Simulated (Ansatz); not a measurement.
Results of RPBE in Ansatz (plane waves, PAW) for cubic perovskite CsSnBr₃.

Settings: plane-wave cutoff 520 eV, 6×6×6 k mesh, Fermi–Dirac smearing 0.01 eV, scalar-relativistic PAW data made under PBE.

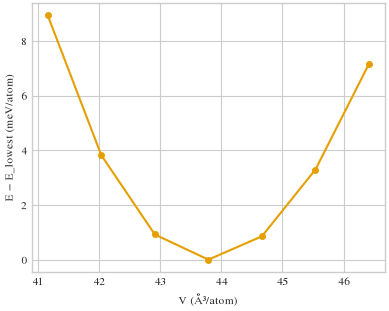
Total energy against volume

Problem. From the curve, estimate the equilibrium volume and the bulk modulus.

Solution. V0 ≈ 43.8 Å³/atom and B0 ≈ 16 GPa; the fit gives V0 = 43.788 Å³/atom, B0 = 16.2 GPa, B′ = 4.5.

Note: the relaxation could not lower the start's symmetry, so the cell can be a saddle point above a distorted one.

Spin–orbit coupling is not included.

The computed numbers hold no vibrational or temperature effects.

Ansatz is a quantum-chemistry and plane-wave program.
